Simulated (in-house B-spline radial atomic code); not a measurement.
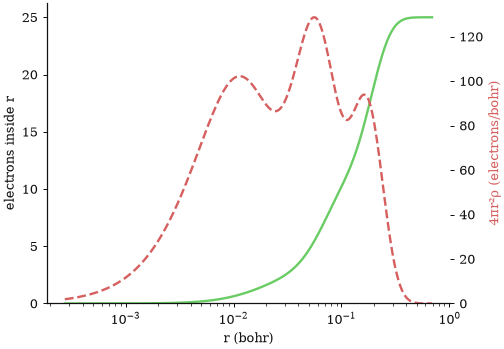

System: the Ta⁴⁸⁺ ion, configuration [Ar] 3d7 (high spin). Computed with an in-house B-spline radial code: scalar-relativistic (spin-free one-electron X2C) M06-2X, spin-polarised, spherical density, exact exchange averaged over the configuration, Fermi nucleus, basis-set limit. Radial functions and radii carry no picture-change correction.

The plot shows the number of electrons inside radius r (solid) and the radial density 4πr²ρ (dashed).

> Describe it and give its main numbers.

The count levels off at 25 electrons. Half of them lie within 0.128 bohr, 90 % within 0.255 bohr and 99 % within 0.365 bohr. The radial density has minima at 0.024 and 0.11 bohr, where the count stands at 2.0 and 11.2; these part the shells that the density resolves.
